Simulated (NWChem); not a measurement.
**One shape, several levels: CH4Si (SMILES C[SiH])**

We compute a comparison of 5 runs (HF/3-21G, B3LYP/6-31G*, B3LYP/6-31+G*, BLYP/pcseg-1, CCSD(T)/6-31+G*) of CH4Si. 

The calculation is run with NWChem 7.3.0.

**1. Starting point**

CH4Si: 6 atoms, total charge 0, spin state singlet. As SMILES, `C[SiH]`. Geometry: relaxed at PBE0-D4/def2-TZVP.

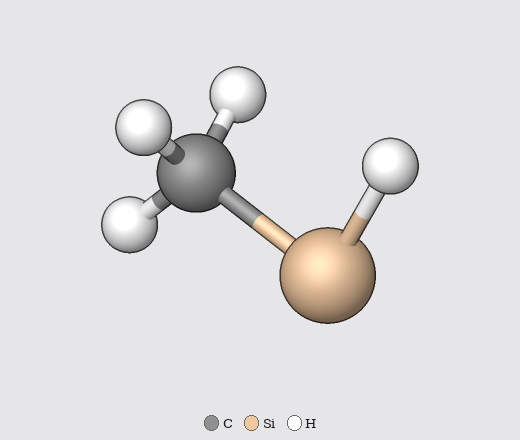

The structure, seen from a chosen angle (carbon grey, silicon light orange, hydrogen white).

**2. Energy and gradient at HF/3-21G (run 1)**

struct.nw

```
start struct
title "CH4Si"
memory 2200 mb
charge 0

geometry noautosym nocenter noautoz
  C    -0.093500   -0.366000   -0.370300
  Si    0.917300    0.209800    1.122300
  H    -1.156900   -0.410100   -0.102200
  H     0.215000   -1.335600   -0.763000
  H    -0.024000    0.382000   -1.170800
  H     0.142200    1.520000    1.284000
end

basis spherical bse
  C library 3-21G
  Si library 3-21G
  H library 3-21G
end

scf
  thresh 1e-08
  maxiter 80
  print medium
end

task scf gradient
```

Command:

```
$ nwchem struct.nw > struct.out
```

What it wrote:

```text
[...]
  functions       =    30
[...]
  wavefunction    = RHF
[...]
         Total SCF energy =   -327.324216677799
      One-electron energy =   -548.615154451231
      Two-electron energy =    172.687240594757
 Nuclear repulsion energy =     48.603697178674
        Time for solution =      0.5s
[...]
                         RHF ENERGY GRADIENTS
    atom               coordinates                        gradient
                 x          y          z           x          y          z
   1 C      -0.176689  -0.691640  -0.699766    0.012083   0.006253   0.017533
   2 Si      1.733446   0.396465   2.120839   -0.010180  -0.004280  -0.013968
   3 H      -2.186224  -0.774977  -0.193130   -0.004233   0.001349   0.002124
   4 H       0.406291  -2.523918  -1.441861    0.002135  -0.005497  -0.001857
   5 H      -0.045353   0.721875  -2.212491    0.000273   0.004464  -0.002053
   6 H       0.268719   2.872384   2.426408   -0.000077  -0.002289  -0.001779
[...]
```

Run time: 1.4 s. Hardware: 1 thread of Intel Xeon Platinum 8488C (Sapphire Rapids), shared host; peak memory 0.097 GiB.

**3. Energy and forces at B3LYP/6-31G(d) (Cartesian functions) (run 2)**

ch4si.nw

```
start ch4si
title "CH4Si"
memory 2200 mb
geometry units angstroms noautosym nocenter noautoz
   C    -0.093500   -0.366000   -0.370300
   Si    0.917300    0.209800    1.122300
   H    -1.156900   -0.410100   -0.102200
   H     0.215000   -1.335600   -0.763000
   H    -0.024000    0.382000   -1.170800
   H     0.142200    1.520000    1.284000
end
basis
   * library 6-31G*
end
dft
   xc b3lyp
   grid xfine
   convergence energy 1e-08
   iterations 100
   mulliken
end
task dft gradient
```

Command:

```
$ nwchem ch4si.nw > ch4si.out
```

What it wrote:

```text
[...]
          Wavefunction type:  closed shell.
          No. of atoms     :     6
          No. of electrons :    24
[...]
          Charge           :     0
          Spin multiplicity:     1
[...]
          AO basis - number of functions:    42
[...]
              XC Information
              --------------
                         B3LYP Method XC Potential
                     Hartree-Fock (Exact) Exchange  0.200
                        Slater Exchange Functional  0.800 local
                    Becke 1988 Exchange Functional  0.720 non-local
              Lee-Yang-Parr Correlation Functional  0.810
                  VWN I RPA Correlation Functional  0.190 local
[...]
 d= 0,ls=0.0,diis     1   -329.9220170978 -3.79D+02  1.28D-02  2.09D-01     1.4
[...]
 d= 0,ls=0.0,diis     8   -329.9415784814 -5.38D-10  4.02D-07  1.46D-10     8.8
         Total DFT energy =     -329.941578481403
      One electron energy =     -550.999493207444
           Coulomb energy =      200.244989765047
    Exchange-Corr. energy =      -27.790772217680
 Nuclear repulsion energy =       48.603697178674
[...]
      Total Density - Mulliken Population Analysis
     ---------------------------------------------
    Atom       Charge   Shell Charges
 -----------   ------   -------------------------------------------------------
    1 C    6     6.70   1.99  0.67  2.12  0.69  1.20  0.02
    2 Si  14    13.71   2.00  1.99  5.96  1.28  1.42  0.61  0.43  0.02
    3 H    1     0.82   0.51  0.31
    4 H    1     0.83   0.52  0.31
    5 H    1     0.82   0.51  0.31
    6 H    1     1.12   0.51  0.61
[...]
  wavefunction    = closed shell
                         DFT ENERGY GRADIENTS
    atom               coordinates                        gradient
                 x          y          z           x          y          z
   1 C      -0.176689  -0.691640  -0.699766    0.001996   0.000454   0.002493
   2 Si      1.733446   0.396465   2.120839   -0.005056  -0.000812  -0.005942
   3 H      -2.186224  -0.774977  -0.193130    0.002251   0.000703   0.000299
   4 H       0.406291  -2.523918  -1.441861   -0.000108   0.001744   0.001165
   5 H      -0.045353   0.721875  -2.212491    0.000197  -0.000738   0.002223
   6 H       0.268719   2.872384   2.426408    0.000721  -0.001351  -0.000239
[...]
```

It took 12 s on 1 thread of Intel Xeon Platinum 8488C (Sapphire Rapids), shared host; peak memory 0.12 GiB.

Runs 3 to 4 aren't shown in full; the table further down has their settings and results.

**4. The energy at CCSD(T)/6-31+G(d) (spherical functions) (run 5)**

ch4si.nw

```
start ch4si
title "CH4Si ccsd(t)"
memory stack 880 mb heap 220 mb global 1100 mb
charge 0

geometry noautosym nocenter noautoz
   C    -0.093500   -0.366000   -0.370300
   Si    0.917300    0.209800    1.122300
   H    -1.156900   -0.410100   -0.102200
   H     0.215000   -1.335600   -0.763000
   H    -0.024000    0.382000   -1.170800
   H     0.142200    1.520000    1.284000
end

basis spherical bse
   C library 6-31+G*
   Si library 6-31+G*
   H library 6-31+G*
end

scf
   thresh 1e-08
   maxiter 80
   noprint "final vectors analysis"
end

ccsd
   freeze core 6
   maxiter 60
end

task ccsd(t) energy
```

Command:

```
$ nwchem ch4si.nw > ch4si.out
```

What it wrote:

```text
[...]
  functions       =    48
[...]
  wavefunction    = RHF
[...]
         Total SCF energy =   -329.046657428202
      One-electron energy =   -550.705350774705
      Two-electron energy =    173.054996167828
 Nuclear repulsion energy =     48.603697178674
        Time for solution =      3.3s
[...]
 Total MP2 energy:           -329.248022751005237
[...]
             energy      energy      error      ampl     ampl      Block
                                                time     time      time
[...]
 Total CCSD energy:           -329.283979192358231
[...]
 Total CCSD+T(CCSD) energy:           -329.290446657574250
[...]
 Total CCSD(T) energy:                -329.290144437200013
[...]
```

Wall time 15 s (1 thread of Intel Xeon Platinum 8488C (Sapphire Rapids), shared host); peak memory 0.11 GiB.

**5. The series**

```
run                                  level  Cartesian functions  iteration cap  energy (Eh)  dipole moment (D)  HOMO energy (eV)  LUMO energy (eV)  wall time
  1                               HF/3-21G                   no             80  -327.324217               1.23             -8.56              0.72      1.4 s
  2     B3LYP/6-31G* (Cartesian functions)                  yes            100  -329.941578               1.31             -5.98             -2.63       12 s
  3    B3LYP/6-31+G* (spherical functions)                   no            100  -329.942652               1.17             -6.12             -2.77       14 s
  4                           BLYP/pcseg-1                   no            100  -329.890179               1.22                 –                 –       14 s
  5  CCSD(T)/6-31+G* (spherical functions)                   no             80  -329.290144                  –                 –                 –       15 s
```

**6. What came out**

| quantity | value |
| --- | --- |
| run 5: total energy | -329.29014 Eh |
| run 5: correlation energy (6 core orbitals frozen) | -243.5 mEh |
| run 5: (T) correction | -6.17 mEh |

Over runs 1, 2, 3, 4 the dipole moment (its size) runs from 1.17 D (B3LYP/6-31+G*) to 1.31 D (B3LYP/6-31G*). Over runs 1, 2, 3 the HOMO–LUMO gap runs from 3.35 eV (B3LYP/6-31+G*) to 9.28 eV (HF/3-21G). The two ends differ in method and basis. Totals of different functionals can't be ranked against each other. All runs together took 55 s, the longest 15 s.
